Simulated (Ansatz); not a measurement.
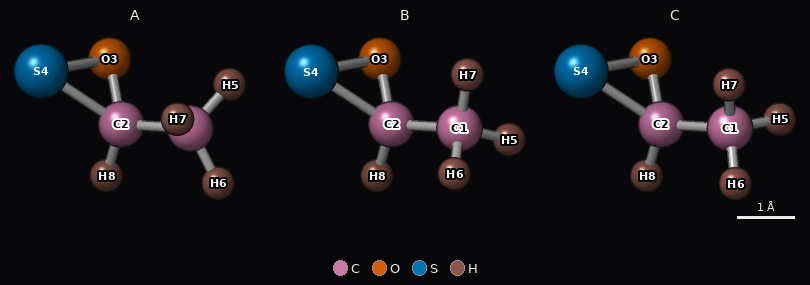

3 geometries from a converged minimum-energy path of C2H4OS, shuffled. The picture is a ball-and-stick view, seen at a tilt.

Level of theory: Ansatz 0.2.0, RKS PBE0-D4/def2-SVP. Run with 5 movable images; climbing image; force threshold 0.05 eV/Å; iteration limit 60; starting path through a guess of the saddle point.

Q: One of them is the converged climbing image. Which?

A: A. In order along the path, whose images run from 0 to 6: B (image 0, 0.000 eV), C (image 1, +0.032 eV), A (image 3, +0.134 eV). The motion is a rotation about the C1–C2 bond by about 120°. No bond forms or breaks between the ends.

The run took 84 s on 1 thread of Arm Neoverse V1, on a shared host, peak memory 0.25 GiB.
